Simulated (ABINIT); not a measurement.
**MgO (Fm-3m): G0W0 in ABINIT against the k mesh**

How does the gap of MgO (Fm-3m) converge in the k mesh?

Calculated with ABINIT 10.8.3; PBE and many-body steps on it, plane waves.

## 1. Set-up

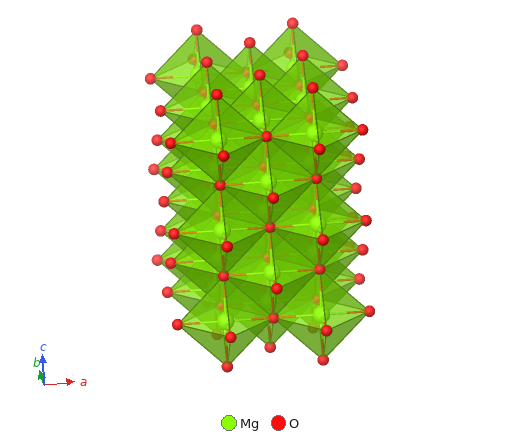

The starting structure, seen slightly off an axis (magnesium green, oxygen red). 1×2×2 cells are drawn. This picture shows the conventional cell, with its axes. Some periodic images of atoms are drawn too.

The cell and positions are those that the Materials Project relaxed with its own functionals (PBE, PBE+U or r2SCAN), kept fixed.

## 2. Empty states on the mesh, 4×4×4 mesh, 71 bands

This step: ABINIT 10.8.3; DFT, PBE, plane waves, norm-conserving pseudopotentials.

The sums over transitions need many empty states on a uniform mesh; this step solves for them.

Input file run.abi:

```
acell 3*1.0 Angstrom
rprim 
  -0.000000000000 2.097001392700 2.097001392700
  2.097001392700 -0.000000000000 2.097001392700
  2.097001392700 2.097001392700 -0.000000000000
ntypat 2
znucl 12 8
natom 2
typat 1 2
xred 
  0.000000000000 0.000000000000 0.000000000000
  0.500000000000 0.500000000000 0.500000000000
pp_dirpath "pseudos"
pseudos "Mg.upf, O.upf"
ecut 38
ngkpt 4 4 4
nshiftk 1
shiftk 0 0 0
kptopt 1
chksymbreak 0
irdden 1
istwfk *1
nband 71
prtvol 0
optdriver 6
gwr_task "HDIAGO"
paral_kgb 0
occopt 1
indata_prefix "in"
outdata_prefix "out"
tmpdata_prefix "tmp"
```

Launch:

```sh
$ OMP_NUM_THREADS=1 mpirun -n 4 abinit run.abi > log
```

Numbers of over 12 decimals in the logs are rounded to 6 here.

Output:

```text
.Version 10.8.3 of ABINIT. v10.8.2 released Aug 2026.

 Symmetries : space group Fm -3 m (#225); Bravais cF (face-center cubic)
[... echo of the input left out ...]
== DATASET  1 ==================================================================
-   mpi_nproc: 4, omp_nthreads: 1 (-1 if OMP is not activated)

--- !DatasetInfo
iteration_state: {dtset: 1, }
dimensions: {natom: 2, nkpt: 8, mband: 71, nsppol: 1, nspinor: 1, nspden: 1, mpw: 1411, }
cutoff_energies: {ecut:  38.0, pawecutdg:  -1.0, }
[...]
Direct band gap semiconductor
 Fundamental gap:     4.895 (eV)
   VBM:     4.841 (eV) at k: [ 0.0000E+00,  0.0000E+00,  0.0000E+00]
   CBM:     9.736 (eV) at k: [ 0.0000E+00,  0.0000E+00,  0.0000E+00]
 Direct gap:         4.895 (eV) at k: [ 0.0000E+00,  0.0000E+00,  0.0000E+00]

== END DATASET(S) ==============================================================
================================================================================

 -outvars: echo values of variables after computation  --------
           etotal      0.0000000000E+00
            nband          71
             nkpt           8
          spgroup         225
 [... the other variables as echoed above ...]

 Calculation completed.
```

Run time: 11 s. Hardware: 4 MPI ranks of Arm Neoverse N1, shared host; peak memory 0.69 GiB; 42 s of CPU time.

Numbers from this step:

* gap: 4.895 eV
* k of the valence top: 0, 0, 0
* k of the conduction bottom: 0, 0, 0
* least direct gap: 4.895 eV
* k points computed: 8
* lowest point of the top converged band, above the valence top: 106.6490 eV

On this mesh the gap is 4.895 eV.

The density comes from a self-consistent run that is not shown.

## 3. Empty states on the mesh, 2×2×2 mesh, 25 bands

Edit run.abi of step 2 so:

```diff
@@ -15,3 +15,3 @@
 ecut 38
-ngkpt 4 4 4
+ngkpt 2 2 2
 nshiftk 1
@@ -20,10 +20,10 @@
 chksymbreak 0
+iscf -2
 irdden 1
 istwfk *1
-nband 71
+nband 25
+nbdbuf 4
+tolwfr 1e-09
+nstep 60
 prtvol 0
-optdriver 6
-gwr_task "HDIAGO"
-paral_kgb 0
-occopt 1
 indata_prefix "in"
```

Output:

```text
.Version 10.8.3 of ABINIT. v10.8.2 released Aug 2026.

 Symmetries : space group Fm -3 m (#225); Bravais cF (face-center cubic)
[... echo of the input left out ...]
== DATASET  1 ==================================================================
-   mpi_nproc: 4, omp_nthreads: 1 (-1 if OMP is not activated)
-    --> not optimal distribution: autoparal keyword recommended in input file <--

--- !DatasetInfo
iteration_state: {dtset: 1, }
dimensions: {natom: 2, nkpt: 3, mband: 25, nsppol: 1, nspinor: 1, nspden: 1, mpw: 1411, }
cutoff_energies: {ecut:  38.0, pawecutdg:  -1.0, }
[...]
0.35778    0.76721    0.76721    0.76721    0.90692    0.98181    0.98181    1.08114
   1.08114    1.08114    1.59906    1.59906    1.59906    1.62719    2.05588    2.05588
   2.05588
 prteigrs : prtvol=0 or 1, do not print more k-points.

== END DATASET(S) ==============================================================
================================================================================

 -outvars: echo values of variables after computation  --------
            nband          25
             nkpt           3
          spgroup         225
 [... the other variables as echoed above ...]

 Calculation completed.
```

Run time: 2.9 s. Hardware: 4 MPI ranks; peak memory 0.07 GiB; 11 s of CPU time.

Numbers from this step:

```
gap                                                           : 4.895 eV
k of the valence top                                          : 0, 0, 0
k of the conduction bottom                                    : 0, 0, 0
least direct gap                                              : 4.895 eV
k points computed                                             : 3
lowest point of the top converged band, above the valence top : 38.67 eV
```

On this mesh the gap is 4.895 eV.

## 4. Empty states on the mesh, 6×6×6 mesh, 25 bands

Edit run.abi of step 3 so:

```diff
@@ -15,3 +15,3 @@
 ecut 38
-ngkpt 2 2 2
+ngkpt 6 6 6
 nshiftk 1
```

Output:

```text
.Version 10.8.3 of ABINIT. v10.8.2 released Aug 2026.

 Symmetries : space group Fm -3 m (#225); Bravais cF (face-center cubic)
[... echo of the input left out ...]
== DATASET  1 ==================================================================
-   mpi_nproc: 4, omp_nthreads: 1 (-1 if OMP is not activated)

--- !DatasetInfo
iteration_state: {dtset: 1, }
dimensions: {natom: 2, nkpt: 16, mband: 25, nsppol: 1, nspinor: 1, nspden: 1, mpw: 1411, }
cutoff_energies: {ecut:  38.0, pawecutdg:  -1.0, }
[...]
0.35778    0.76721    0.76721    0.76721    0.90692    0.98181    0.98181    1.08114
   1.08114    1.08114    1.59906    1.59906    1.59906    1.62719    2.05588    2.05588
   2.05588
 prteigrs : prtvol=0 or 1, do not print more k-points.

== END DATASET(S) ==============================================================
================================================================================

 -outvars: echo values of variables after computation  --------
            nband          25
             nkpt          16
          spgroup         225
 [... the other variables as echoed above ...]

 Calculation completed.
```

It took 4.2 s on 4 MPI ranks; peak memory 0.24 GiB; 17 s of CPU time.

This step gave:

```yaml
gap: 4.895 eV
k_of_the_valence_top: 0, 0, 0
k_of_the_conduction_bottom: 0, 0, 0
least_direct_gap: 4.895 eV
k_points_computed: 16
lowest_point_of_the_top_converged_band_above_the_valence_top: 35.56 eV
```

On this mesh the gap is 4.895 eV.

## 5. Empty states on the mesh, 8×8×8 mesh, 25 bands

Edit run.abi of step 4 so:

```diff
@@ -15,3 +15,3 @@
 ecut 38
-ngkpt 6 6 6
+ngkpt 8 8 8
 nshiftk 1
```

Output:

```text
.Version 10.8.3 of ABINIT. v10.8.2 released Aug 2026.

 Symmetries : space group Fm -3 m (#225); Bravais cF (face-center cubic)
[... echo of the input left out ...]
== DATASET  1 ==================================================================
-   mpi_nproc: 4, omp_nthreads: 1 (-1 if OMP is not activated)

--- !DatasetInfo
iteration_state: {dtset: 1, }
dimensions: {natom: 2, nkpt: 29, mband: 25, nsppol: 1, nspinor: 1, nspden: 1, mpw: 1411, }
cutoff_energies: {ecut:  38.0, pawecutdg:  -1.0, }
[...]
0.35778    0.76721    0.76721    0.76721    0.90692    0.98181    0.98181    1.08114
   1.08114    1.08114    1.59906    1.59906    1.59906    1.62719    2.05588    2.05588
   2.05588
 prteigrs : prtvol=0 or 1, do not print more k-points.

== END DATASET(S) ==============================================================
================================================================================

 -outvars: echo values of variables after computation  --------
            nband          25
             nkpt          29
          spgroup         225
 [... the other variables as echoed above ...]

 Calculation completed.
```

Elapsed: 6.4 s, on 4 MPI ranks; peak memory 0.24 GiB; 25 s of CPU time.

This step gave:

```
gap                                                           : 4.895 eV
k of the valence top                                          : 0, 0, 0
k of the conduction bottom                                    : 0, 0, 0
least direct gap                                              : 4.895 eV
k points computed                                             : 29
lowest point of the top converged band, above the valence top : 36.16 eV
```

On this mesh the gap is 4.895 eV.

## 6. Screening, 2×2×2 mesh, 21 bands, screening to 130.6 eV

The RPA dielectric matrix is built and inverted for each q.

This step: RPA screening on PBE, plane waves, norm-conserving pseudopotentials.

Edit run.abi of step 5 so:

```diff
@@ -15,3 +15,3 @@
 ecut 38
-ngkpt 8 8 8
+ngkpt 2 2 2
 nshiftk 1
@@ -20,10 +20,11 @@
 chksymbreak 0
-iscf -2
-irdden 1
 istwfk *1
-nband 25
-nbdbuf 4
-tolwfr 1e-09
-nstep 60
-prtvol 0
+occopt 1
+irdwfk 1
+optdriver 3
+nband 21
+ecuteps 4.8
+inclvkb 2
+awtr 1
+symchi 1
 indata_prefix "in"
```

Output:

```text
.Version 10.8.3 of ABINIT. v10.8.2 released Aug 2026.

 Symmetries : space group Fm -3 m (#225); Bravais cF (face-center cubic)
[... echo of the input left out ...]
== DATASET  1 ==================================================================
-   mpi_nproc: 4, omp_nthreads: 1 (-1 if OMP is not activated)

--- !DatasetInfo
iteration_state: {dtset: 1, }
dimensions: {natom: 2, nkpt: 3, mband: 21, nsppol: 1, nspinor: 1, nspden: 1, mpw: 1411, }
cutoff_energies: {ecut:  38.0, pawecutdg:  -1.0, }
electrons: {nelect:   1.60000000E+01, charge:   0.00000000E+00, occopt:   1.00000000E+00, tsmear:   1.00000000E-02, }

 SCREENING: Calculation of the susceptibility and dielectric matrices

 Based on a program developped by R.W. Godby, V. Olevano, G. Onida, and L. Reining.
 Incorporated in ABINIT by V. Olevano, G.-M. Rignanese, and M. Torrent.
.Using double precision arithmetic ; gwpc =  8

[... cell and pseudopotentials left out ...]
--------------------------------------------------------------------------------

 ==== K-mesh for the wavefunctions ====
 Number of points in the irreducible wedge :     3
[... list of points left out ...]
 Together with 48 symmetry operations and time-reversal symmetry
 yields     8 points in the full Brillouin Zone.

 ==== Q-mesh for the screening function ====
 Number of points in the irreducible wedge :     3
[... list of points left out ...]
 Together with 48 symmetry operations and time-reversal symmetry
 yields     8 points in the full Brillouin Zone.

 setmesh: FFT mesh size selected  =    24x   24x   24
          total number of points  =        13824

 vcoul_init : cutoff-mode = AUXILIARY_FUNCTION
 q-points for optical limit:   1
     1)      0.000010    0.000020    0.000030

- screening: taking advantage of time-reversal symmetry
- Maximum band index for partially occupied states nbvw = 8
- Remaining bands to be divided among processors   nbcw = 13
- Number of bands treated by each node ~3

 Number of electrons calculated from density =   16.0000; Expected =   16.0000
 average of density, n =  0.128557
 r_s =    1.2291
 omega_plasma =   34.5863 [eV]

 calculating chi0 at frequencies [eV] :
  1    0.000000E+00    0.000000E+00
  2    0.000000E+00    3.458631E+01

--------------------------------------------------------------------------------
  q-point number  1        q = ( 0.000000, 0.000000, 0.000000) [r.l.u.]
--------------------------------------------------------------------------------
[... chi0 elements left out ...]
 For q-point:  0.000010 0.000020 0.000030
  dielectric constant =   5.0653
  dielectric constant without local fields =   5.4314

  Average fulfillment of the sum rule on Im[epsilon] for q-point    1 :     19.16  [%]
[... wings left out ...]
  q-point number  2        q = ( 0.500000, 0.000000, 0.000000) [r.l.u.]
--------------------------------------------------------------------------------
[... chi0 elements left out ...]
  Average fulfillment of the sum rule on Im[epsilon] for q-point    2 :     32.34  [%]

 [... 1 further q-points ...]
```

It took 2.7 s on 4 MPI ranks; peak memory 0.08 GiB; 10 s of CPU time.

This step gave:

* ε∞ with local fields, on this mesh, along the program's q direction: 5.065
* the same without local fields: 5.431
* plasma frequency: 34.59 eV
* plane waves in the screening matrix: 59

Local fields lower ε∞ by 7 %. On a Γ-centred mesh this coarse the value itself is usually too large, while a short band sum pulls it down.

## 7. 2×2×2

This step: G0W0 on PBE, plane waves, norm-conserving pseudopotentials.

Edit run.abi of step 6 so:

```diff
@@ -23,8 +23,15 @@
 irdwfk 1
-optdriver 3
+optdriver 4
 nband 21
+gwcalctyp 0
+ecutsigx 38
+symsigma 1
+nkptgw 1
+kptgw 
+  0.0000000000 0.0000000000 0.0000000000
+bdgw 
+  6 12
 ecuteps 4.8
-inclvkb 2
-awtr 1
-symchi 1
+irdscr 1
+ppmodel 1
 indata_prefix "in"
```

Output:

```text
.Version 10.8.3 of ABINIT. v10.8.2 released Aug 2026.

 Symmetries : space group Fm -3 m (#225); Bravais cF (face-center cubic)
[... echo of the input left out ...]
== DATASET  1 ==================================================================
-   mpi_nproc: 4, omp_nthreads: 1 (-1 if OMP is not activated)

--- !DatasetInfo
iteration_state: {dtset: 1, }
dimensions: {natom: 2, nkpt: 3, mband: 21, nsppol: 1, nspinor: 1, nspden: 1, mpw: 1411, }
cutoff_energies: {ecut:  38.0, pawecutdg:  -1.0, }
electrons: {nelect:   1.60000000E+01, charge:   0.00000000E+00, occopt:   1.00000000E+00, tsmear:   1.00000000E-02, }

 SIGMA: Calculation of the GW corrections

 Based on a program developped by R.W. Godby, V. Olevano, G. Onida, and L. Reining.
 Incorporated in ABINIT by V. Olevano, G.-M. Rignanese, and M. Torrent.
.Using double precision arithmetic ; gwpc =  8

[... cell and pseudopotentials left out ...]
--------------------------------------------------------------------------------

 ==== K-mesh for the wavefunctions ====
 Number of points in the irreducible wedge :     3
[... list of points left out ...]
 Together with 48 symmetry operations and time-reversal symmetry
 yields     8 points in the full Brillouin Zone.

 ==== Q-mesh for screening function ====
 Number of points in the irreducible wedge :     3
[... list of points left out ...]
 Together with 48 symmetry operations and time-reversal symmetry
 yields     8 points in the full Brillouin Zone.

 vcoul_init : cutoff-mode = AUXILIARY_FUNCTION
 q-points for optical limit:   1
     1)      0.000010    0.000020    0.000030
 setmesh: FFT mesh size selected  =    32x   32x   32
          total number of points  =        32768

 Number of electrons calculated from density =   16.0000; Expected =   16.0000
 average of density, n =  0.128557
 r_s =    1.2291
 omega_plasma =   34.5863 [eV]

 === KS Band Gaps ===
  >>>> For spin  1
   Minimum direct gap =   4.8948 [eV], located at k-point      :   0.0000  0.0000  0.0000
   Fundamental gap    =   4.8948 [eV], Top of valence bands at :   0.0000  0.0000  0.0000
                                       Bottom of conduction at :   0.0000  0.0000  0.0000
 SIGMA fundamental parameters:
 PLASMON POLE MODEL  1
 number of plane-waves for SigmaX                 1411
 number of plane-waves for SigmaC and W             59
 number of plane-waves for wavefunctions          1411
 number of bands                                    21
 number of independent spin polarizations            1
 number of spinorial components                      1
 number of k-points in IBZ                           3
 number of q-points in IBZ                           3
 number of symmetry operations                      48
 number of k-points in BZ                            8
 number of q-points in BZ                            8
 number of frequencies for dSigma/dE                 9
 frequency step for dSigma/dE [eV]                0.25
 number of omega for Sigma on real axis              0
 max omega for Sigma on real axis  [eV]           0.00
 zcut for avoiding poles [eV]                     0.10

 EPSILON^-1 parameters (SCR file):
 dimension of the eps^-1 matrix on file             59
 dimension of the eps^-1 matrix used                59
 number of plane-waves for wavefunctions          1411
 number of bands                                    21
 number of q-points in IBZ                           3
 number of frequencies                               2
 number of real frequencies                          1
 number of imag frequencies                          1

 matrix elements of self-energy operator (all in [eV])

 Perturbative Calculation

--- !SelfEnergy_ee
iteration_state: {dtset: 1, }
kpoint     : [   0.000,    0.000,    0.000, ]
spin       : 1
KS_gap     :    4.895
QP_gap     :    6.611
Delta_QP_KS:    1.716
data: !SigmaeeData |
     Band     E0 <VxcDFT>   SigX SigC(E0)      Z dSigC/dE  Sig(E)    E-E0       E
        6   4.841 -20.288 -25.433   5.004   0.809  -0.235 -20.402  -0.114   4.727
        7   4.841 -20.288 -25.433   5.004   0.809  -0.235 -20.402  -0.114   4.727
        8   4.841 -20.288 -25.433   5.004   0.809  -0.235 -20.402  -0.114   4.727
        9   9.736 -13.376  -7.913  -3.574   0.848  -0.179 -11.774   1.603  11.338
       10  20.877  -9.416  -3.396  -3.926   0.862  -0.160  -7.610   1.806  22.683
       11  20.877  -9.416  -3.396  -3.926   0.862  -0.160  -7.610   1.806  22.683
       12  20.877  -9.416  -3.396  -3.926   0.862  -0.160  -7.610   1.806  22.683

== END DATASET(S) ==============================================================
================================================================================

 -outvars: echo values of variables after computation  --------
           etotal      0.0000000000E+00
            nband          21
             nkpt           3
          spgroup         225
 [... the other variables as echoed above ...]

 Calculation completed.
```

The job ended after 2.7 s (4 MPI ranks; peak memory 0.09 GiB).

This step gave:

```yaml
g0w0_gap_on_the_points_computed: 6.611 eV
starting_gap_on_the_mesh: 4.895 eV
k_of_the_valence_top: 0, 0, 0
k_of_the_conduction_bottom: 0, 0, 0
z_at_the_valence_top: 0.809
z_at_the_conduction_bottom: 0.848
least_direct_g0w0_gap_on_the_computed_points: 6.611 eV
```

[end of part 1 of 2]

[Paths, hosts, dates, memory and timing lines, banners, echoed tables and standing remarks are left out of the program output.]

[Logs are printed without paths, hosts, clocks, repeated set-up lines and the standing remarks that a program may print on its own settings, such as how far it seeks lower states.]

[Runs of the session that timed out or met a known fault of the program may be left out.]

[Hosts, paths, dates, database ids (printed as entryN), source tags and the programs' standing remarks are cut or masked in the printed files.]

[G0W0 gaps are taken among the corrected bands and points alone; a level outside them can change the order at an edge.]

[Where Ansatz stands beside ABINIT at settings called matched, ABINIT's density can come from a denser mesh and the files from another edition; pairs whose starting gaps differed by over 0.03 eV were left out, so agreement reads better than it is.]
